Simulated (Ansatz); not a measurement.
**Hypothetical cubic perovskite MgSnO3, pressure series**

Start from MgSnO$_{3}$ in the cubic perovskite structure (space group Pm-3m, No. 221; a = 3.987 Å; a hypothetical phase, not in the database extracts checked).

Cell and atoms are relaxed at each pressure.

Level of theory: PBEsol, PAW, 420 eV (Ansatz, a first-principles code; without spin-orbit coupling).

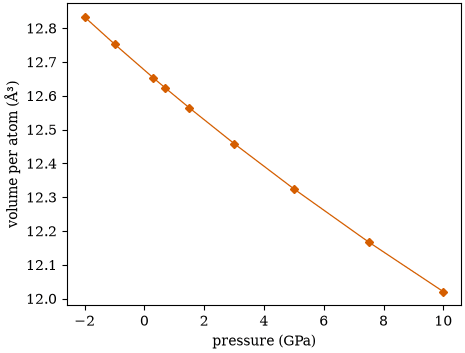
Volume against pressure

### Question
Estimate the zero-pressure bulk modulus from the plot.

### Answer
About 170 GPa; a third-order Birch–Murnaghan fit to the points gives V₀ = 12.68 Å³/atom, B₀ = 167 GPa and B₀′ = 4.6.

Between the base and pressure 10 GPa the gap moves from 0.97 eV to 1.22 eV, a mean slope of 25 meV/GPa.

Load acts through the strain it causes; cell and atoms are relaxed under it. No phonon test of stability was made. No other phases were tried under pressure. Many cubic perovskites are stable only at high temperature; tilts and polar distortions were not tested.
